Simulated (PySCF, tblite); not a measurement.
# C5H10GeSi: open-shell or spin-flip excitations

Wanted: open-shell or spin-flip excitations for C5H10GeSi (`C/C=[CH]\[GeH2][C]#C[SiH3]`).

Computed with tblite 0.8.0 and PySCF 2.14.0 and routines of our own; the level stands in each step. Atoms count from 0.

## Step 1: The starting structure

17 atoms, charge 0, multiplicity 1; geometry from: force field or distance geometry start.

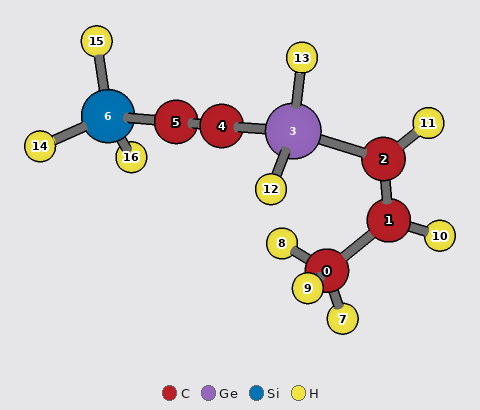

The starting geometry (carbon red, germanium purple, silicon blue, hydrogen yellow).

## Step 2: Optimising the geometry with GFN2-xTB, one coordinate held

What the job is given:

```
{"job": {"kind": "relax", "xc": "GFN2-xTB", "basis": "xTB"}, "charge": 0, "multiplicity": 1}
C     -3.203800    -0.605500     0.772800
C     -1.958500    -0.341600    -0.004500
C     -1.547700     0.896500    -0.265800
Ge    -2.596300     2.416000     0.308800
C     -4.329500     2.304100    -0.430400
C     -5.435700     2.236500    -0.921700
Si    -7.090300     2.134900    -1.648200
H     -3.354900    -1.691300     0.899100
H     -4.077500    -0.183400     0.229100
H     -3.148500    -0.137200     1.783600
H     -1.361800    -1.193000    -0.331300
H     -0.647300     1.076800    -0.826700
H     -2.709500     2.390700     1.873300
H     -1.903700     3.718700    -0.144000
H     -8.092100     2.542200    -0.640000
H     -7.176900     3.028900    -2.795100
H     -7.350200     0.751900    -2.066900
```

Command:

```console
$ OMP_NUM_THREADS=1 python excited_run.py task.json out
```

This one command runs all jobs of the session in turn.

Standard output:

```text
step      E/eV     max force
  0    -526.17119    1.233
  1    -526.21398    1.898
  2    -526.24504    1.068
  3    -526.26253    0.415
  4    -526.26834    0.265
  5    -526.27201    0.224
  6    -526.27483    0.178
  7    -526.27760    0.192
  8    -526.28090    0.181
  9    -526.28331    0.150
 10    -526.28501    0.134
 11    -526.28602    0.116
 12    -526.28675    0.117
 13    -526.28743    0.119
 14    -526.28815    0.129
 15    -526.28893    0.145
 16    -526.28975    0.154
 17    -526.29056    0.150
 18    -526.29139    0.147
 19    -526.29229    0.154
 20    -526.29315    0.166
 21    -526.29389    0.167
 22    -526.29451    0.159
 23    -526.29510    0.152
 24    -526.29564    0.148
 25    -526.29601    0.143
 26    -526.29620    0.136
 27    -526.29633    0.134
 28    -526.29648    0.132
 29    -526.29662    0.130
 30    -526.29671    0.126
 31    -526.29676    0.125
 32    -526.29680    0.125
 33    -526.29685    0.126
 34    -526.29691    0.128
 35    -526.29696    0.130
 36    -526.29699    0.131
 37    -526.29703    0.132
 38    -526.29707    0.135
 39    -526.29710    0.136
 40    -526.29712    0.136
 41    -526.29714    0.136
 42    -526.29716    0.135
 43    -526.29718    0.135
 44    -526.29720    0.133
 45    -526.29722    0.132
 46    -526.29724    0.131
 47    -526.29727    0.129
 48    -526.29730    0.128
 49    -526.29732    0.126
 50    -526.29734    0.126
 51    -526.29737    0.126
 52    -526.29741    0.128
 53    -526.29746    0.131
 54    -526.29751    0.132
 55    -526.29754    0.134
 56    -526.29756    0.135
 57    -526.29758    0.136
 58    -526.29762    0.137
 59    -526.29766    0.139
 60    -526.29771    0.140
 61    -526.29776    0.142
 62    -526.29780    0.142
 63    -526.29786    0.142
 64    -526.29793    0.141
 65    -526.29801    0.140
 66    -526.29806    0.140
 67    -526.29810    0.140
 68    -526.29812    0.139
 69    -526.29817    0.139
 70    -526.29821    0.138
 71    -526.29825    0.138
 72    -526.29827    0.137
 73    -526.29828    0.138
```

Run time: 1.5 s. Hardware: 1 thread of Arm Neoverse N1, shared host; peak memory 0.18 GiB.

One coordinate is held by a constraint (a dihedral, as typed in the start), so the force along it need not vanish.

Step by step: (not every step is listed)

| step | energy from step 0 (eV) | largest force (eV/Å) |
| --- | --- | --- |
| 0 | 0.0000 | 1.2331 |
| 1 | -0.0428 | 1.8980 |
| 2 | -0.0738 | 1.0676 |
| 3 | -0.0913 | 0.4151 |
| 4 | -0.0971 | 0.2654 |
| 5 | -0.1008 | 0.2244 |
| 6 | -0.1036 | 0.1783 |
| 7 | -0.1064 | 0.1916 |
| 8 | -0.1097 | 0.1811 |
| 14 | -0.1170 | 0.1286 |
| 20 | -0.1220 | 0.1657 |
| 26 | -0.1250 | 0.1365 |
| 32 | -0.1256 | 0.1246 |
| 38 | -0.1259 | 0.1346 |
| 44 | -0.1260 | 0.1333 |
| 50 | -0.1261 | 0.1261 |
| 56 | -0.1264 | 0.1352 |
| 62 | -0.1266 | 0.1422 |
| 68 | -0.1269 | 0.1388 |
| 69 | -0.1270 | 0.1387 |
| 70 | -0.1270 | 0.1382 |
| 71 | -0.1271 | 0.1377 |
| 72 | -0.1271 | 0.1369 |
| 73 | -0.1271 | 0.1375 |

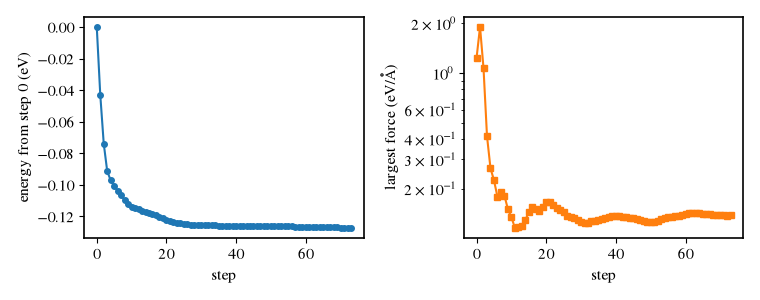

Energy and largest force along the relaxation.

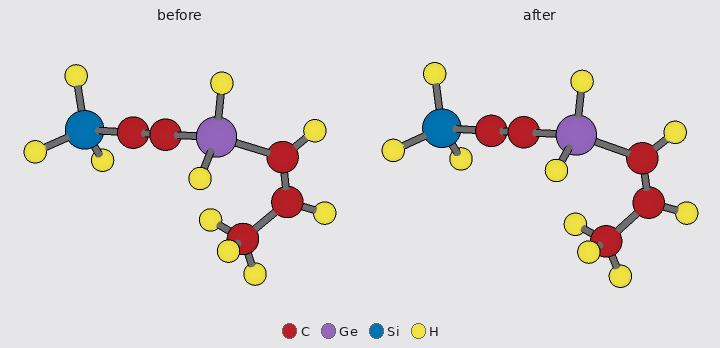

The geometry before (left) and after (right).

Close pairs (by a distance rule), those that changed most:

| bond | before (Å) | after (Å) | change (Å) |
| --- | --- | --- | --- |
| Ge3–H12 | 1.569 | 1.505 | -0.064 |
| Ge3–H13 | 1.543 | 1.502 | -0.041 |
| C5–Si6 | 1.810 | 1.850 | +0.040 |
| C0–H9 | 1.115 | 1.091 | -0.025 |
| C0–H8 | 1.112 | 1.091 | -0.021 |
| C0–H7 | 1.104 | 1.087 | -0.017 |
| Ge3–C4 | 1.888 | 1.903 | +0.016 |
| C2–Ge3 | 1.934 | 1.948 | +0.015 |

The end geometry stands in the next job.

## Step 3: Open-shell or spin-flip excitations: collinear spin-flip TDA BHandHLYP/def2-SVP

What the job is given:

```
{"job": {"kind": "uabs", "xc": "BHandHLYP", "basis": "def2-SVP", "nstates": 8, "spin_flip": true, "ref_mult": 3}, "charge": 0, "multiplicity": 1}
C     -3.173660    -0.723654     0.764449
C     -1.924513    -0.363998     0.028712
C     -1.551230     0.885934    -0.211977
Ge    -2.588451     2.455169     0.295986
C     -4.347065     2.378042    -0.428102
C     -5.457986     2.300491    -0.905319
Si    -7.148835     2.187500    -1.647255
H     -3.249623    -1.796140     0.921231
H     -4.047307    -0.386025     0.205070
H     -3.196249    -0.223006     1.733258
H     -1.293920    -1.189504    -0.283727
H     -0.629963     1.064128    -0.751887
H     -2.743252     2.587992     1.787282
H     -1.927253     3.702612    -0.217546
H     -8.130054     2.587494    -0.635442
H     -7.199972     3.080871    -2.807023
H     -7.374991     0.797299    -2.055838
```

Level: collinear spin-flip TDA BHandHLYP/def2-SVP, vertical, gas phase, core orbitals frozen in the response.

Standard output:

```text
coarse grid: 64448 points
cycle   1  E = -2562.0773976649  dE =  1.813e-01  |g| = 3.354e-01  |ddm| = 3.200e+00
cycle   2  E = -2562.1216497670  dE = -4.425e-02  |g| = 2.900e-01  |ddm| = 9.086e-01
cycle   3  E = -2562.1626540633  dE = -4.100e-02  |g| = 4.280e-02  |ddm| = 3.603e-01
cycle   4  E = -2562.1655764083  dE = -2.922e-03  |g| = 3.525e-02  |ddm| = 1.920e-01
cycle   5  E = -2562.1664514535  dE = -8.750e-04  |g| = 1.380e-02  |ddm| = 5.679e-02
cycle   6  E = -2562.1667181201  dE = -2.667e-04  |g| = 5.542e-03  |ddm| = 5.155e-02
cycle   7  E = -2562.1667661768  dE = -4.806e-05  |g| = 2.356e-03  |ddm| = 2.411e-02
cycle   8  E = -2562.1667785193  dE = -1.234e-05  |g| = 9.218e-04  |ddm| = 1.215e-02
cycle   9  E = -2562.1667809892  dE = -2.470e-06  |g| = 4.659e-04  |ddm| = 4.489e-03
final grid: 134728 points
cycle  10  E = -2562.1667690701  dE = -5.829e-07  |g| = 3.374e-04  |ddm| = 1.613e-03
cycle  11  E = -2562.1667693379  dE = -2.678e-07  |g| = 2.808e-04  |ddm| = 8.983e-04
cycle  12  E = -2562.1667694368  dE = -9.892e-08  |g| = 1.746e-04  |ddm| = 3.995e-04
cycle  13  E = -2562.1667695641  dE = -1.273e-07  |g| = 1.558e-04  |ddm| = 7.353e-04
cycle  14  E = -2562.1667696278  dE = -6.372e-08  |g| = 3.403e-05  |ddm| = 7.491e-04
cycle  15  E = -2562.1667696325  dE = -4.708e-09  |g| = 2.477e-05  |ddm| = 1.291e-04
cycle  16  E = -2562.1667696357  dE = -3.190e-09  |g| = 1.132e-05  |ddm| = 1.426e-04
cycle  17  E = -2562.1667696365  dE = -8.181e-10  |g| = 5.705e-06  |ddm| = 7.349e-05
converged SCF energy = -2562.1667696365

<S^2> of the reference = 2.0091 (exact 2.0000)

Spin-flip excitations, energies against the reference
state   eV       nm        f      <S^2>   main configurations
  1  -3.8184        -   0.00000   0.016   Ha->Lb 0.97
  2   0.8197    267.3   0.00022   2.018   Ha->L+3b 0.30, H-4a->Lb 0.29, H-3a->Lb 0.08
  3   2.5930    193.4   0.01384   1.018   H-3a->Lb 0.46, H-2a->Lb 0.26, H-4a->Lb 0.12, H-1a->Lb 0.11
  4   3.1810    177.1   0.09226   0.851   Ha->L+1b 0.69, Ha->L+2b 0.12
  5   3.3080    174.0   0.26528   0.548   Ha->L+2b 0.32, Ha->L+1b 0.19, H-4a->Lb 0.17, Ha->L+3b 0.15
  6   3.6214    166.6   0.14526   0.780   Ha->L+2b 0.40, Ha->L+3b 0.36, H-4a->Lb 0.08
  7   3.9703    159.2   0.00500   1.054   H-1a->Lb 0.70, H-2a->Lb 0.26
  8   4.2209    154.2   0.01571   1.001   Ha->L+5b 0.62
```

Run time: 51 s. Hardware: 1 thread of Arm Neoverse N1, shared host; peak memory 0.66 GiB.

The ⟨S²⟩ below is that of the reference state, of multiplicity 3.

In short:

| quantity | value |
| --- | --- |
| low spin less high spin | -4.638 eV |
| ⟨S²⟩ | 2.009 |

Löwdin spin populations of the reference state:

C0 -0.01; C1 0.91; C2 0.91; Ge3 0.06; C4 0.02; C5 0.00; Si6 0.00; H7 0.00; H8 0.05; H9 0.04; H10 0.00; H11 0.00; H12 0.03; H13 0.00; H14 0.00; H15 0.00; H16 0.00

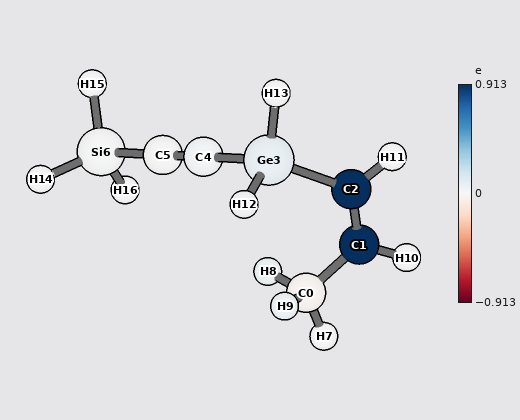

Löwdin spin populations of the reference state, as colours on the atoms.

## Step 4: Results

| quantity | value |
| --- | --- |
| low spin less high spin (step 3, collinear spin-flip TDA BHandHLYP/def2-SVP) | -4.638 eV |

In words: The values above hold for this geometry and these levels alone.
